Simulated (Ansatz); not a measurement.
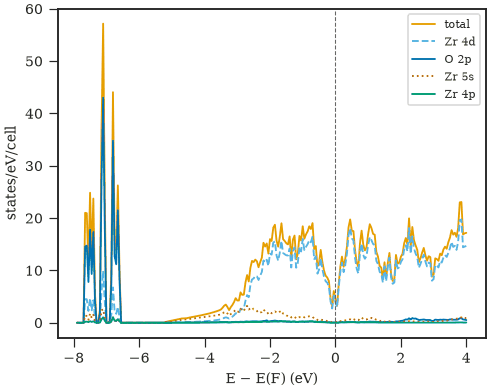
*Total and projected density of states of Zr4O in space group R-3 (No. 148; Zr on 18f, Zr on 18f, O on 3b, O on 6c), plane-wave PAW r²SCAN (Ansatz code)*

Problem. Which orbitals carry the states next to the Fermi level?

Solution. Within 0.5 eV of the Fermi level: Zr 4d 90 %. Projections are on Löwdin-orthogonalised atomic valence shells; empty p or d shells of many metals are not among them.

Problem. Where is the tallest occupied peak in this window, and what makes it?

Solution. Near -7.1 eV, about 57 states/eV per cell; the largest projected share is O 2p.

The workflow started from a Materials Project entry (that database holds measured and hypothetical structures alike); the Crystallography Open Database copy checked does not list it. Its standing as an ambient phase is unchecked. The cell was relaxed with r²SCAN under the symmetry of its start; whether a distortion lowers the energy is not shown. No spin polarisation was allowed. Scalar-relativistic: spin–orbit coupling is off unless named, which matters more the heavier the elements.

Potentials: the earlier of the program's two PAW sets.
